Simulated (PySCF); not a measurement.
# C2H4O2Si (SMILES C=C1O[SiH2]O1) at 4 levels

Aim: a comparison of 4 runs (HF/6-31G*, B3LYP/6-31G*, PBE0/def2-SVP, B3LYP/def2-TZVP) of C2H4O2Si. The job is set up through a Python script.

The results are computed with PySCF 2.14.0.

## Step 1: The structure to begin with

C2H4O2Si has 9 atoms, charge 0, and is taken as a singlet. As SMILES, `C=C1O[SiH2]O1`. The shape is that of a PBE0-D4/def2-TZVP optimisation.

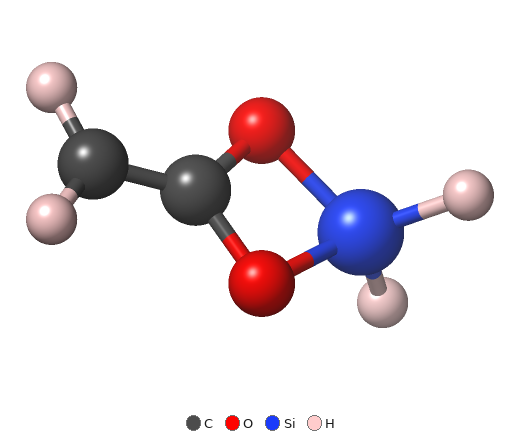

The structure, seen from a chosen angle (carbon dark grey, oxygen red, silicon blue, hydrogen pink).

## Step 2: Energy and forces at HF/6-31G(d) (spherical functions) (run 1)

job.py

```python
# C=C1O[SiH2]O1
import pyscf.grad
from pyscf import gto

system = gto.M(
    atom='''
C    0.527300   1.358500  -1.129600
C    0.157300   0.383100  -0.322900
O   -0.585200   0.473600   0.838200
Si  -0.440000  -1.190500   0.978300
O    0.421700  -0.967300  -0.442100
H    0.243100   2.374800  -0.904500
H    1.111300   1.132600  -2.008400
H   -1.701100  -1.949600   0.840800
H    0.354100  -1.661500   2.132900
''',
    max_memory=1860,
    basis='6-31g*',
    verbose=3,
    charge=0,
)

hf = system.RHF()
hf.conv_tol = 1e-10
hf.kernel()
if not hf.converged:
    hf = hf.newton().run(hf.mo_coeff, hf.mo_occ)

energy = hf.e_tot
print('Final energy', energy)
grad = hf.Gradients().kernel()
hf.analyze()
```

On the command line:

```sh
$ OMP_NUM_THREADS=1 python job.py
```

What it wrote:

```text
converged SCF energy = -516.722843934338
[... 14 lines left out ...]
MO #5   energy= -11.2032328989683  occ= 2
[... 6 lines left out ...]
MO #12  energy= -1.02025026896405  occ= 2
[... 6 lines left out ...]
MO #19  energy= -0.554181942348539 occ= 2
[... 6 lines left out ...]
MO #26  energy= 0.221942425717786  occ= 0
[... 6 lines left out ...]
MO #33  energy= 0.442702367977849  occ= 0
[... 6 lines left out ...]
MO #40  energy= 0.774464469045192  occ= 0
[... 6 lines left out ...]
MO #47  energy= 1.07807216408492   occ= 0
[... 6 lines left out ...]
MO #54  energy= 1.36985267521229   occ= 0
[... 6 lines left out ...]
MO #61  energy= 1.64657524532787   occ= 0
[... 6 lines left out ...]
MO #68  energy= 2.23809011053214   occ= 0
[... 6 lines left out ...]
MO #75  energy= 2.74446671545201   occ= 0
[... 6 lines left out ...]
MO #82  energy= 3.47423433230938   occ= 0
[... 10 lines left out ...]
Dipole moment(X, Y, Z, Debye): -0.60663, -1.59756,  1.32085
```

It took 8.7 s on 1 thread of Arm Neoverse V1, shared host; peak memory 0.16 GiB.

## Step 3: Energy and gradient at B3LYP/6-31G(d) (Cartesian functions) (run 2)

input.py

```python
from pyscf import gto, dft

mol = gto.M(
    atom=[
    ('C', (0.527300, 1.358500, -1.129600)),
    ('C', (0.157300, 0.383100, -0.322900)),
    ('O', (-0.585200, 0.473600, 0.838200)),
    ('Si', (-0.440000, -1.190500, 0.978300)),
    ('O', (0.421700, -0.967300, -0.442100)),
    ('H', (0.243100, 2.374800, -0.904500)),
    ('H', (1.111300, 1.132600, -2.008400)),
    ('H', (-1.701100, -1.949600, 0.840800)),
    ('H', (0.354100, -1.661500, 2.132900)),
],
    charge=0,
    max_memory=1860,
    basis='6-31g*',
    spin=0,
    cart=True,
    verbose=4,
)

ks = dft.RKS(mol, xc='b3lyp')
ks.conv_tol = 1e-10
ks.grids.level = 5
ks.kernel()
if not ks.converged:
    ks = ks.newton().run(ks.mo_coeff, ks.mo_occ)

e_tot = ks.e_tot
print(f'total energy: {e_tot:.8f} hartree')
grad = ks.nuc_grad_method().kernel()
ks.analyze()
```

On the command line:

```sh
$ OMP_NUM_THREADS=1 python input.py
```

What it wrote:

```text
PySCF version 2.14.0

[... 95 lines left out ...]
One-electron Energy =                -1172.203087773548532
[... 10 lines left out ...]
MO #6   energy= -5.35017943735868  occ= 2
[... 8 lines left out ...]
MO #15  energy= -0.5174638569911   occ= 2
[... 8 lines left out ...]
MO #24  energy= -0.029394811943706 occ= 0
[... 8 lines left out ...]
MO #33  energy= 0.24693283420569   occ= 0
[... 8 lines left out ...]
MO #42  energy= 0.61903033215489   occ= 0
[... 8 lines left out ...]
MO #51  energy= 0.945615320462881  occ= 0
[... 8 lines left out ...]
MO #60  energy= 1.28473356316456   occ= 0
[... 8 lines left out ...]
MO #69  energy= 1.93178485294479   occ= 0
[... 8 lines left out ...]
MO #78  energy= 2.5886140325145    occ= 0
[... 8 lines left out ...]
MO #87  energy= 4.45741512823017   occ= 0
[... 60 lines left out ...]
pop of  3 Si 3dxx         0.00810
pop of  3 Si 3dxy         0.01634
pop of  3 Si 3dxz         0.01274
pop of  3 Si 3dyy         0.00733
pop of  3 Si 3dyz         0.00823
pop of  3 Si 3dzz         0.01024
pop of  4  O 1s           1.99995
pop of  4  O 2s           1.65667
pop of  4  O 3s           0.00259
pop of  4  O 2px          1.78134
pop of  4  O 2py          1.38083
pop of  4  O 2pz          1.73107
pop of  4  O 3px          0.00308
pop of  4  O 3py          0.00281
pop of  4  O 3pz          0.00253
pop of  4  O 3dxx         0.00201
pop of  4  O 3dxy         0.00194
pop of  4  O 3dxz         0.00518
pop of  4  O 3dyy         0.00155
pop of  4  O 3dyz         0.00224
pop of  4  O 3dzz         0.00277
pop of  5  H 1s           0.86257
pop of  5  H 2s           0.00884
pop of  6  H 1s           0.86258
pop of  6  H 2s           0.00879
pop of  7  H 1s           1.10007
pop of  7  H 2s           0.00412
pop of  8  H 1s           1.10007
pop of  8  H 2s           0.00411
 ** Mulliken atomic charges  **
charge of    0C =     -0.35608
charge of    1C =      0.37277
charge of    2O =     -0.57645
charge of    3Si =      1.08748
charge of    4O =     -0.57655
charge of    5H =      0.12859
charge of    6H =      0.12863
charge of    7H =     -0.10419
charge of    8H =     -0.10419
Dipole moment(X, Y, Z, Debye): -0.56472, -1.48720,  1.22962
```

Wall time 35 s (1 thread of Arm Neoverse V1, shared host); peak memory 0.85 GiB.

Run 3 isn't shown in full; the table further down has it.

## Step 4: Energy and forces at B3LYP/def2-TZVP (run 4)

run.py

```python
# C=C1O[SiH2]O1
import pyscf.grad
from pyscf import gto, dft

system = gto.M(
    atom='''
C      0.996453     2.567193    -2.134635
C      0.297254     0.723954    -0.610193
O     -1.105868     0.894974     1.583968
Si    -0.831479    -2.249719     1.848719
O      0.796898    -1.827932    -0.835448
H      0.459392     4.487722    -1.709257
H      2.100053     2.140304    -3.795326
H     -3.214613    -3.684210     1.588882
H      0.669152    -3.139780     4.030597
''',
    max_memory=1860,
    unit='bohr',
    verbose=4,
    basis='def2-tzvp',
)

ks = dft.RKS(system)
ks.xc = 'b3lyp'
ks.grids.level = 5
ks.conv_tol = 1e-10
ks.kernel()
if not ks.converged:
    ks = ks.newton().run(ks.mo_coeff, ks.mo_occ)

energy = ks.e_tot
print(f'total energy: {energy:.8f} hartree')
grad = ks.Gradients().kernel()
ks.analyze()
```

On the command line:

```sh
$ OMP_NUM_THREADS=1 python run.py
```

What it wrote:

```text
PySCF version 2.14.0

[... 95 lines left out ...]
Two-electron Energy =                  422.634492682079042
[... 18 lines left out ...]
MO #15  energy= -0.52670846106838  occ= 2
[... 16 lines left out ...]
MO #32  energy= 0.139491237113591  occ= 0
[... 16 lines left out ...]
MO #49  energy= 0.458649915148242  occ= 0
[... 16 lines left out ...]
MO #66  energy= 0.874253264636763  occ= 0
[... 16 lines left out ...]
MO #83  energy= 1.35801920866685   occ= 0
[... 16 lines left out ...]
MO #100 energy= 1.92575637703938   occ= 0
[... 16 lines left out ...]
MO #117 energy= 2.58966690326812   occ= 0
[... 16 lines left out ...]
MO #134 energy= 3.18592013386793   occ= 0
[... 16 lines left out ...]
MO #151 energy= 4.53152450094062   occ= 0
[... 16 lines left out ...]
MO #168 energy= 6.27722406404951   occ= 0
[... 16 lines left out ...]
MO #185 energy= 43.8713457109372   occ= 0
[... 158 lines left out ...]
pop of  4 O 4f-1          0.00011
pop of  4 O 4f+0          0.00005
pop of  4 O 4f+1          0.00018
pop of  4 O 4f+2          0.00010
pop of  4 O 4f+3          0.00007
pop of  5 H 1s            0.85155
pop of  5 H 2s            0.00554
pop of  5 H 3s            0.00286
pop of  5 H 2px           0.00027
pop of  5 H 2py           0.00071
pop of  5 H 2pz           0.00015
pop of  6 H 1s            0.85156
pop of  6 H 2s            0.00554
pop of  6 H 3s            0.00286
pop of  6 H 2px           0.00044
pop of  6 H 2py           0.00008
pop of  6 H 2pz           0.00061
pop of  7 H 1s            1.10263
pop of  7 H 2s            0.00488
pop of  7 H 3s            0.00143
pop of  7 H 2px           0.00418
pop of  7 H 2py           0.00141
pop of  7 H 2pz           0.00023
pop of  8 H 1s            1.10263
pop of  8 H 2s            0.00488
pop of  8 H 3s            0.00143
pop of  8 H 2px           0.00191
pop of  8 H 2py           0.00057
pop of  8 H 2pz           0.00334
 ** Mulliken atomic charges  **
charge of    0C =     -0.39285
charge of    1C =      0.38276
charge of    2O =     -0.58782
charge of    3Si =      1.13741
charge of    4O =     -0.58783
charge of    5H =      0.13892
charge of    6H =      0.13891
charge of    7H =     -0.11476
charge of    8H =     -0.11475
Dipole moment(X, Y, Z, Debye): -0.57099, -1.50374,  1.24329
```

It took 2.3 min on 1 thread of Arm Neoverse V1, shared host; peak memory 2.6 GiB.

## Step 5: The series

```csv
run,level,Cartesian functions,integration grid,energy (Eh),dipole moment (D),HOMO energy (eV),LUMO energy (eV),wall time
1,HF/6-31G* (spherical functions),no,–,-516.722844,2.16,-9.17,2.71,8.7 s
2,B3LYP/6-31G* (Cartesian functions),yes,5,-518.569518,2.01,-6.09,-0.80,35 s
3,PBE0/def2-SVP,no,5,-517.931589,2.03,-6.58,-0.54,38 s
4,B3LYP/def2-TZVP,no,5,-518.709567,2.03,-6.43,-1.15,2.3 min
```

## Step 6: Outcome

```
                       quantity          value
            run 4: total energy  -518.70957 Eh
           run 4: dipole moment         2.03 D
             run 4: HOMO energy       -6.43 eV
             run 4: LUMO energy       -1.15 eV
           run 4: HOMO–LUMO gap        5.28 eV
run 4: largest force on an atom     0.492 eV/Å
```

In words: The dipole moment (its size) runs from 2.01 D (B3LYP/6-31G*) to 2.16 D (HF/6-31G*). The HOMO–LUMO gap runs from 5.28 eV (B3LYP/def2-TZVP) to 11.88 eV (HF/6-31G*). The two ends differ in method and basis. Totals of different functionals can't be ranked against each other. All runs together took 3.6 min, the longest 2.3 min.
